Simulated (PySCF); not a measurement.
**C2H12BNSi2 (SMILES CB(C)[SiH2]N[SiH3]): density, localisation and related maps**

```xyz
18

C    -1.6906   -0.0180    1.4606
B    -1.1139   -0.1493    0.0002
C    -1.6214    0.8139   -1.1381
Si    0.2724   -1.4824   -0.4057
N     1.7769   -0.5995   -0.5833
Si    2.3485    0.7573    0.3132
H    -2.0370   -0.9763    1.8488
H    -2.5015    0.7005    1.5737
H    -0.8881    0.2899    2.1337
H    -0.7789    1.3149   -1.6158
H    -2.1003    0.2422   -1.9345
H    -2.3261    1.5795   -0.8160
H     0.4838   -2.5498    0.6038
H     0.1723   -2.2233   -1.6819
H     2.5025   -1.1207   -1.0494
H     3.4673    1.3211   -0.4445
H     1.2297    1.6968    0.4129
H     2.7956    0.4093    1.6706
```

Geometry: GFN2-xTB.

Computed with PySCF 2.14.0, PBE0/pcSseg-1, SCF density, gas phase, non-relativistic.

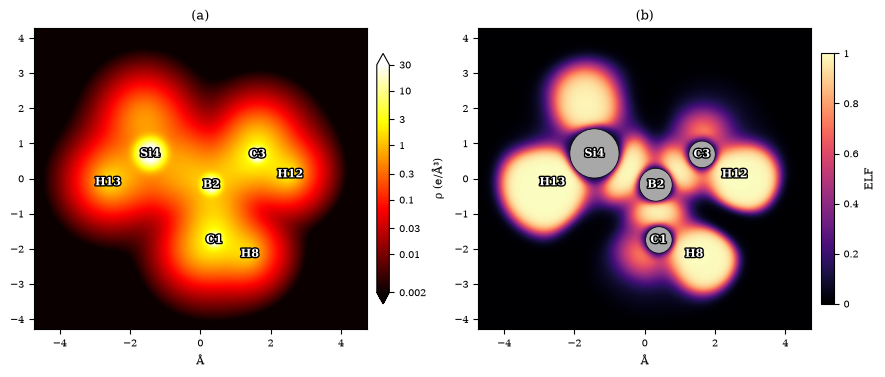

Figure 1. (a) total electron density; (b) electron localisation function on the plane of atoms B2, C3 and H12. Grey discs cover the atomic cores in the ELF map.

### What does the map show?

- The section cuts through C, B, Si and H sites.
- C–B (1.58 Å): ρ is about 1.4 e/Å³ halfway; the ELF peaks at about 0.95 between the atoms, as expected for a covalent bond.
- Si–B (1.97 Å): ρ at the midpoint is about 0.86 e/Å³; the ELF peaks at about 1 between the atoms, as expected for localised, covalent bonding.
- C–H (1.09 Å): ρ is about 1.9 e/Å³ halfway; the ELF climbs to about 1 towards the hydrogen, as it does in any bond to H (an ordinary covalent bond to hydrogen).
- Si–H (1.48 Å): ρ at the midpoint is about 0.78 e/Å³; the ELF climbs to about 1 towards the hydrogen.

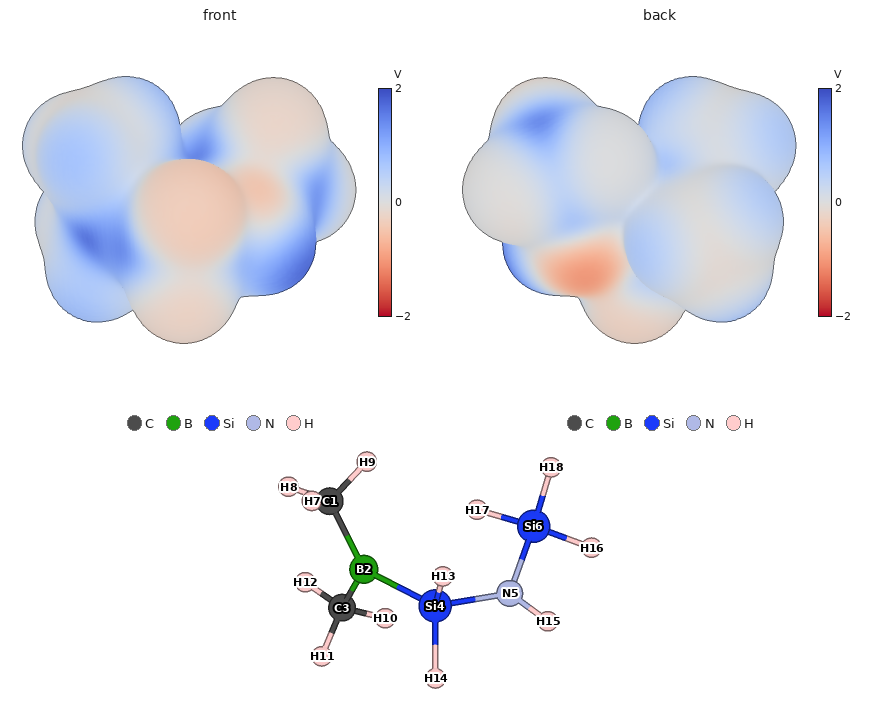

Figure 2. The molecular electrostatic potential painted on the density surface at 0.002 e/bohr³, seen from the front and from behind; the colour scale runs from red (negative) to blue (positive). The bare structure is drawn below in the same view.

### Describe the electrostatic potential map.

The most negative region (about −0.9 V) lies over N5, the most positive (about +1.6 V) over B2 and H15.

### What dipole moment does the calculation give?

Its dipole moment is 0.47 D.
